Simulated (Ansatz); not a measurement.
**Y4S3N2 (C2/m):S_i (6-fold void), thermodynamic levels from a 54-atom cell**

Wanted: the transition levels of a self-interstitial in Y4S3N2 (C2/m), from a cell of 54 host atoms with 1 S put in.

Program: Ansatz 0.2.0. Level of theory: place-levels on PBEsol runs: charge-transition levels and formation energies with image-charge correction and potential alignment at the atomic sites. Results are calculated unless marked as measured.

### Step 1. Starting point

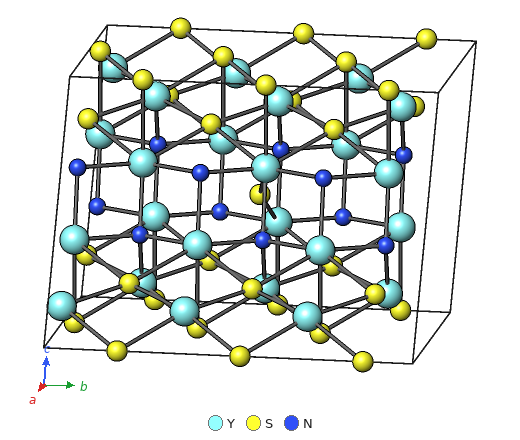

Start, viewed slightly off an axis; yttrium teal, sulfur yellow, nitrogen blue. Some periodic images of atoms are drawn too.

The cell holds 55 atoms: 24 Y, 19 S and 12 N. Cell: a = 12.778 Å, b = 11.374 Å, c = 9.763 Å, α = 90.0°, β = 128.5°, γ = 90.0°. It derives from Y4S3N2 (space group C2/m). Nearest the centre at fractional (0.500, 0.635, 0.500): S55 at 0.00 Å, Y38 at 2.69 Å, Y39 at 2.69 Å, S31 at 2.70 Å, S30 at 2.70 Å, N52 at 2.91 Å, N53 at 2.91 Å, Y44 at 3.06 Å.

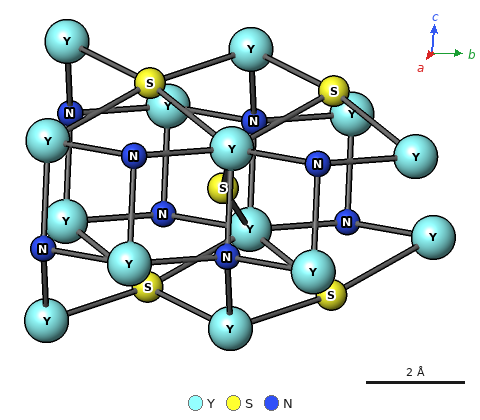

The atoms within 5 Å of the centre.

As a file:

```xyz
55
Lattice="12.7781 0.0000 -0.0248 0.0000 11.3745 0.0000 -6.0606 0.0000 7.6537" Properties=species:S:1:pos:R:3 pbc="T T T"
Y    -0.6153    1.8957    4.9602
Y     5.7738    0.0000    4.9478
Y     0.9438    0.0000    2.6811
Y     7.3328    1.8957    2.6687
Y     4.6955    0.0000    1.0893
Y    11.0845    1.8957    1.0769
Y    -4.3670    1.8957    6.5520
Y     2.0220    0.0000    6.5396
S     0.0000    0.0000    0.0000
S     6.3891    1.8957   -0.0124
S    -2.5264    0.0000    5.9982
S     3.8626    1.8957    5.9858
S     2.8549    1.8957    1.6431
S     9.2440    0.0000    1.6307
N    -0.3467    1.8957    2.7567
N     6.0423    0.0000    2.7443
N     0.6752    0.0000    4.8846
N     7.0643    1.8957    4.8722
Y    -0.6153    5.6872    4.9602
Y     5.7738    3.7915    4.9478
Y     0.9438    3.7915    2.6811
Y     7.3328    5.6872    2.6687
Y     4.6955    3.7915    1.0893
Y    11.0845    5.6872    1.0769
Y    -4.3670    5.6872    6.5520
Y     2.0220    3.7915    6.5396
S     0.0000    3.7915    0.0000
S     6.3891    5.6872   -0.0124
S    -2.5264    3.7915    5.9982
S     3.8626    5.6872    5.9858
S     2.8549    5.6872    1.6431
S     9.2440    3.7915    1.6307
N    -0.3467    5.6872    2.7567
N     6.0423    3.7915    2.7443
N     0.6752    3.7915    4.8846
N     7.0643    5.6872    4.8722
Y    -0.6153    9.4787    4.9602
Y     5.7738    7.5830    4.9478
Y     0.9438    7.5830    2.6811
Y     7.3328    9.4787    2.6687
Y     4.6955    7.5830    1.0893
Y    11.0845    9.4787    1.0769
Y    -4.3670    9.4787    6.5520
Y     2.0220    7.5830    6.5396
S     0.0000    7.5830    0.0000
S     6.3891    9.4787   -0.0124
S    -2.5264    7.5830    5.9982
S     3.8626    9.4787    5.9858
S     2.8549    9.4787    1.6431
S     9.2440    7.5830    1.6307
N    -0.3467    9.4787    2.7567
N     6.0423    7.5830    2.7443
N     0.6752    7.5830    4.8846
N     7.0643    9.4787    4.8722
S     3.3588    7.2195    3.8145
```

The host's dielectric constants go in as inputs: (6.75, 7.00, 6.49) for the electrons alone, principal values (12.97, 15.04, 17.01) with the ions, from a response run on this crystal (DFPT, PBEsol) at that run's own cell.

The cell's shortest repeat is 9.8 Å.

### Step 2. The runs of each charge state

Levels follow from differences of total energies between charge states, each relaxed by itself.

Random displacements of about 0.05 Å break the site symmetry at the start, so that the relaxation can reach a distorted minimum if there is one. Forces are taken at one point at (¼, ¼, ¼). The cell holds 2 electrons more than the neutral one, with a uniform background that keeps it neutral on the whole.

The sampling was tested on the host first: at the k-points planned (1x1x1 shifted 0.25 0.25 0.25) its energy lies 0.005 eV an atom from the dense-mesh value, under the bound of 0.02 eV set for this test; that bounds the host's error, not the defect's.

One state's input; the others differ in charge, spin, start and seed, and in occupations where the table says so.

File qm2.relax/input.yaml:

```yaml
crystal:
  lattice:
    - [12.7781342, 0.0, -0.02476512]
    - [0.0, 3.79148885, 0.0]
    - [-6.06062452, 0.0, 7.65368019]
  atoms:
    - { symbol: "Y", position: [0.25962613, 0.5, 0.64891759] }
    - { symbol: "Y", position: [0.75962613, 0.0, 0.64891759] }
    - { symbol: "Y", position: [0.24037387, 0.0, 0.35108241] }
    - { symbol: "Y", position: [0.74037387, 0.5, 0.35108241] }
    - { symbol: "Y", position: [0.43563346, 0.0, 0.14373379] }
    - { symbol: "Y", position: [0.93563346, 0.5, 0.14373379] }
    - { symbol: "Y", position: [0.06436654, 0.5, 0.85626621] }
    - { symbol: "Y", position: [0.56436654, 0.0, 0.85626621] }
    - { symbol: S, position: [0.0, 0.0, 0.0] }
    - { symbol: S, position: [0.5, 0.5, 0.0] }
    - { symbol: S, position: [0.17425596, 0.0, 0.78426089] }
    - { symbol: S, position: [0.67425596, 0.5, 0.78426089] }
    - { symbol: S, position: [0.32574404, 0.5, 0.21573911] }
    - { symbol: S, position: [0.82574404, 0.0, 0.21573911] }
    - { symbol: "N", position: [0.14391518, 0.5, 0.36064226] }
    - { symbol: "N", position: [0.64391518, 0.0, 0.36064226] }
    - { symbol: "N", position: [0.35608482, 0.0, 0.63935774] }
    - { symbol: "N", position: [0.85608482, 0.5, 0.63935774] }
  supercell: [1, 3, 1]
  defects: [{ interstitial: { symbol: S, position: [0.5, 0.634715, 0.5] } }]
total_charge: -2
basis:
  ecutwfc: 420
  xc_grid: 2
hamiltonian:
  xc: pbesol
kpoints:
  mp_grid: { grid: [1, 1, 1], shift: [0.25, 0.25, 0.25] }
scf:
  occupations: { method: fixed }
  max_iter: 80
output:
  forces: true
  charged_corrections:
    epsilon: [6.75, 7.0, 6.49]
    static_epsilon: [[14.06, 0.0, 1.03], [0.0, 17.01, 0.0], [1.03, 0.0, 13.95]]
relax:
  f_tol: 0.02
  max_steps: 80
  random_displacement: { amplitude: 0.05, seed: 3608 }
checkpoint:
  write: "../qm2.relax.run"
  compress: false
  write_wavefunctions: true
  write_every: 100000
```

Run with:

```bash
$ ansatz run input.yaml --threads 4 --pin off --max-ram 7536MiB --backend cpu --events-out ev --progress --plain --runs-dir out
```

The relaxed structure is kept and the sampling changed to a 2×2×2 shifted mesh.

The run of this state that the levels use, under PBEsol:

File qm2.point/input.yaml:

```yaml
crystal:
  checkpoint: "../qm2.relax.run"
  host: checkpoint
total_charge: -2
basis:
  ecutwfc: 420
  xc_grid: 2
hamiltonian:
  xc: pbesol
kpoints:
  mp_grid: { grid: [2, 2, 2], shift: [0.5, 0.5, 0.5] }
scf:
  occupations: { method: fermi_dirac, width: 0.01 }
  max_iter: 80
output:
  forces: true
  eigenvalues: true
  charged_corrections:
    epsilon: [6.75, 7.0, 6.49]
    static_epsilon: [[14.06, 0.0, 1.03], [0.0, 17.01, 0.0], [1.03, 0.0, 13.95]]
    defect_position: [0.5, 0.634715, 0.5]
  eigenstates: { localisation: true }
  populations: true
  band_densities: [{ bands: [v1, v1] }, { bands: [c1, c1] }]
  write_density: true
  write_potential: true
  volumetric_format: npy
checkpoint:
  read: "../qm2.relax.run"
  write: "../qm2.point.run"
  compress: false
  write_wavefunctions: false
  write_every: 100000
```

Relaxations under PBEsol at one point at (¼, ¼, ¼); times on 4 threads of Arm Neoverse V2, shared host:

```
charge  moment (μB)  occupations    outcome  steps  largest displacement against the far atoms (Å)     time
    −2            0        fixed  converged      6                                            0.36     68 s
    −1            1        fixed  converged      7                                            0.36  2.9 min
     0            0        fixed  converged     13                                            1.55  2.4 min
    +1            1        fixed  converged     13                                            1.55  6.4 min
```

Single points under PBEsol at a 2×2×2 shifted mesh; times on 4 threads of Arm Neoverse V2, shared host:

```
charge  moment (μB)  occupations    outcome   time
    −2            0  fermi-dirac  converged   85 s
    −1            1  fermi-dirac  converged  3 min
     0            0  fermi-dirac  converged   79 s
    +1            1  fermi-dirac  converged  3 min
```

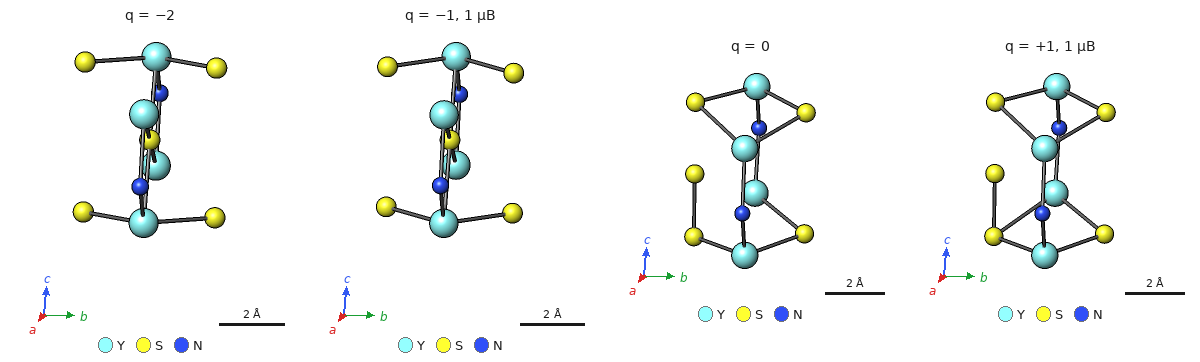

The structures near the centre after relaxation with PBEsol, by charge.

Distances (Å) from S55 to the nearest atoms after relaxation with PBEsol:

```
charge  moment (μB)      1.      2.      3.      4.      5.      6.
    −2            0  Y 2.62  Y 2.62  Y 2.72  Y 2.72  N 3.10  N 3.10
    −1            1  Y 2.67  Y 2.67  Y 2.81  Y 2.81  S 3.09  S 3.09
     0            0  S 2.25  S 2.61  Y 3.07  Y 3.07  Y 3.33  Y 3.34
    +1            1  S 2.25  S 2.60  Y 3.07  Y 3.07  Y 3.32  Y 3.32
```

### Step 3. Placing the levels, PBEsol

A charged cell interacts with its images and the background, and its potential has another zero than the host's. place-levels removes the first by a point-charge model, screened by the static dielectric constant since the ions have relaxed around the charge, and the second by comparing potentials at atoms far from the defect.

The host is a run of the defect-free crystal in the same cutoffs, grids and k-points, so that basis and sampling errors cancel in part in the differences. Its band edges come from a run of the primitive cell that searches the zone for them. Chemical potentials are energies per atom of S (S12 rings, Pnnm, not the stable S8 form), run with the same functional and cutoff.

File levels.point.yaml:

```yaml
host:
  run: host.point.run
  levels_from: { run: edges.point.run }
states: [qm2.point.run, qm1_M1.point.run, q0.point.run, qp1_M1.point.run]
geometry_from:
  qm2.point.run: qm2.relax.run
  qm1_M1.point.run: qm1_M1.relax.run
  q0.point.run: q0.relax.run
  qp1_M1.point.run: qp1_M1.relax.run
  host.point.run: host.relax.run
chemical_potentials:
  S:
    energy: -884.879081
    dataset: "<sha256 of the dataset>"
epsilon: [6.75, 7.0, 6.49]
static_epsilon:
  - [14.06, 0.0, 1.03]
  - [0.0, 17.01, 0.0]
  - [1.03, 0.0, 13.95]
vertical:
  - { from: qm2.point.run, to: qm2.point_neutral.run }
  - { from: qm1_M1.point.run, to: qm1_M1.point_neutral.run }
  - { from: qp1_M1.point.run, to: qp1_M1.point_neutral.run }
```

Run with:

```bash
$ ansatz place-levels levels.point.yaml -- --threads 4 --pin off --max-ram 7536MiB
```

Numbers of over 12 decimals in the logs are rounded to 6 here.

The log of the run:

```text
[... repeated set-up lines and file paths are left out, and long positions are rounded to six places ...]
(+1/0) 0.008 eV beneath the valence edge (-0.288 eV without the band-filling correction), in the valence band
(0/-1) 1.236 eV above the valence edge, 0.031 eV under the conduction edge; not on the lower envelope
(-1/-2) 0.543 eV above the valence edge, 0.723 eV under the conduction edge; not on the lower envelope
(0/-2) 0.890 eV above the valence edge, 0.377 eV under the conduction edge: charges between them are lowest nowhere
formation energy of charge +1: +0.447 eV with the Fermi level at the valence edge
formation energy of charge 0: +0.439 eV with the Fermi level at the valence edge
formation energy of charge -1: +1.675 eV with the Fermi level at the valence edge
formation energy of charge -2: +2.218 eV with the Fermi level at the valence edge
vertical -2 to 0: no energy, since no alignment is typed
  the change from vertical[0].from (qm2.point.run) to vertical[0].to (qm2.point_neutral.run): by its potential at epsilon [6.75, 7, 6.49] it stands at 0.500 0.664 0.501, with an rms radius of about 4.6 Å (2.7 2.9 2.2 Å across the planes of the cell's [...]
vertical -1 to 0: no energy, since no alignment is typed
  the change from vertical[1].from (qm1_M1.point.run) to vertical[1].to (qm1_M1.point_neutral.run): by its potential at epsilon [6.75, 7, 6.49] it stands at 0.500 0.665 0.501, with an rms radius of about 5.3 Å (3.3 3.3 2.6 Å across the planes of the cell's [...]
vertical +1 to 0: no energy, since no alignment is typed
  the change from vertical[2].from (qp1_M1.point.run) to vertical[2].to (qp1_M1.point_neutral.run): by its potential at epsilon [6.75, 7, 6.49] it stands at 0.427 0.002 0.495, with an rms radius of about 6.6 Å (4.1 4.5 2.6 Å across the planes of the cell's [...]
  edges by pbesol of host.levels_from (edges.point.run), its mesh sampled to repeats of 30.33 Å (the valence edge +0.154 eV and the conduction edge -0.183 eV from those of the host's own run), gap 1.266 eV; the host is sampled to repeats of 20.33 Å
  the defect's cells are sampled to repeats of 20.33 Å, like sampling
  charge +1: -112553.7601 eV with its correction of +0.287 eV, at epsilon [[14.06, 0, 1.03], [0, 17.01, 0], [1.03, 0, 13.95]], aligned at sites: +0.1547 eV, mean over 30 atomic sites at or beyond 4.88 Å from the defect at [0.5000, 0.6347, 0.5000], with [...]
  states[3] (qp1_M1.point.run): levels filled in part (TS 0.003 eV): its energy is of no whole electron's
  charge 0: +0.000 eV for its dipole among its images, +0.000 omitted
  charge -1: -112536.2293 eV with its correction of -0.094 eV, at epsilon [[14.06, 0, 1.03], [0, 17.01, 0], [1.03, 0, 13.95]], aligned at sites: +0.2261 eV, mean over 30 atomic sites at or beyond 4.88 Å from the defect at [0.5000, 0.6347, 0.5000], with [...]
  charge -2: -112527.3946 eV with its correction of +0.047 eV, at epsilon [[14.06, 0, 1.03], [0, 17.01, 0], [1.03, 0, 13.95]], aligned at sites: +0.2411 eV, mean over 30 atomic sites at or beyond 4.88 Å from the defect at [0.5000, 0.6347, 0.5000], with [...]
  of states[3] (qp1_M1.point.run): it parts from the run at its places by a charge that spreads by about 4.1 Å along one vector (1.7 Å or more is wide), by its potential at epsilon [6.75, 7, 6.49], taken for that of held ions (one typed too small widens it), [...]
  of states[2] (q0.point.run): its sublattices stand up to 0.0532 Å off the host's, which by the two runs' forces adds about +0.01 eV to its energy against the host's, and moves the band edges: relax the crystal first, and build the cells on it; [...]
  of states[1] (qm1_M1.point.run): it parts from the run at its places by a charge that spreads by about 2.6 Å along one vector (1.3 Å or more is wide), by its potential at epsilon [6.75, 7, 6.49], taken for that of held ions (one typed too small widens it), [...]
  of states[0] (qm2.point.run): it parts from the run at its places by a charge that spreads by about 2.2 Å along one vector (1.3 Å or more is wide), by its potential at epsilon [6.75, 7, 6.49], taken for that of held ions (one typed too small widens it), [...]
  of vertical[0].from (qm2.point.run): its displacements don't fall off away from the defect: farther atoms stand 0.057 Å off the host's places. [...]
  vertical[0].to (qm2.point_neutral.run): levels filled in part (TS 0.018 eV): its energy is of no whole electron's
  of vertical[0].to (qm2.point_neutral.run): its displacements don't fall off away from the defect: farther atoms stand 0.057 Å off the host's places. [...]
  of vertical[1].from (qm1_M1.point.run): its displacements don't fall off away from the defect: farther atoms stand 0.032 Å off the host's places. [...]
  vertical[1].to (qm1_M1.point_neutral.run): levels filled in part (TS 0.017 eV): its energy is of no whole electron's
  of vertical[1].to (qm1_M1.point_neutral.run): its displacements don't fall off away from the defect: farther atoms stand 0.032 Å off the host's places. [...]
  vertical[2].from (qp1_M1.point.run): levels filled in part (TS 0.003 eV): its energy is of no whole electron's
  of vertical[2].from (qp1_M1.point.run): its displacements don't fall off away from the defect: farther atoms stand 0.039 Å off the host's places. [...]
  of vertical[2].to (qp1_M1.point_neutral.run): its displacements don't fall off away from the defect: farther atoms stand 0.039 Å off the host's places. [...]
```

It took 0.32 s on 4 threads of Arm Neoverse V2, shared host.

(Continued in part 2 of 2.)

[Logs are printed without paths, hosts, clocks, repeated set-up lines and the standing remarks that a program may print on its own settings, such as how far it seeks lower states.]

[Hosts, paths, dates, database ids (printed as entryN), source tags and the programs' standing remarks are cut or masked in the printed files.]

[Where a table of states has a column of steps, it counts the stored structures, which are thinned; the runs took as many ionic steps or more.]

[A defect's name tells the site on which it was built; relaxed atoms can leave that site.]

[For some hosts the program warned that the k-mesh of the response run may be too coarse for force constants and the static dielectric constant; such warnings are not shown here.]
